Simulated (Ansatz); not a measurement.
Electronic density of states of amorphous Hf18O37Sr, density 8.87 g/cm³, on a 2×2×2 Γ-centred mesh with a Gaussian width of 0.1 eV; energies count from the Fermi level, whose place inside the gap is arbitrary. Cell and mesh are small, so fine structure isn't converged. These are PBE, scalar-relativistic without spin-orbit coupling (plane waves to 420 eV, PAW; Ansatz, a first-principles code) values and carry that method's errors. Sampling: a 2×2×2 Γ-centred mesh; Fermi-Dirac width 0.02 eV; no spin polarisation. At PBE the levels at the filled edge of the gap are localised (band-tail or defect states).

Preparation: random packing, a CHGNet melt and quench, and a DFT relaxation. O atoms were pushed apart under 1.9 Å during the dynamics, to hinder bonds among them. The hot cell started wider than the set density and was brought back towards it in steps. It is the lowest in DFT energy of 2 quenches. It is a model cell: composition and starting density were chosen by hand, and all elements were melted together. No dispersion term was used. Its density started from a set value of 8.83 and ended at 8.87 g/cm³. The simulated quench (nominally 450 K/ps over its main leg) is rapid and tends to freeze in more defects than a deposited or slowly cooled glass has. A cell of this size samples the disorder only roughly. Volume and shape were free in the relaxation.

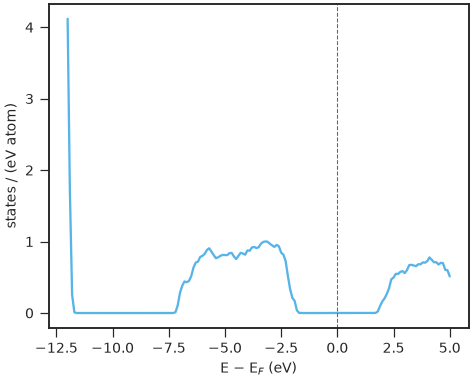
*Density of states per atom*

The level gap on this mesh is 3.83 eV; the broadening fills part of it in the curve.
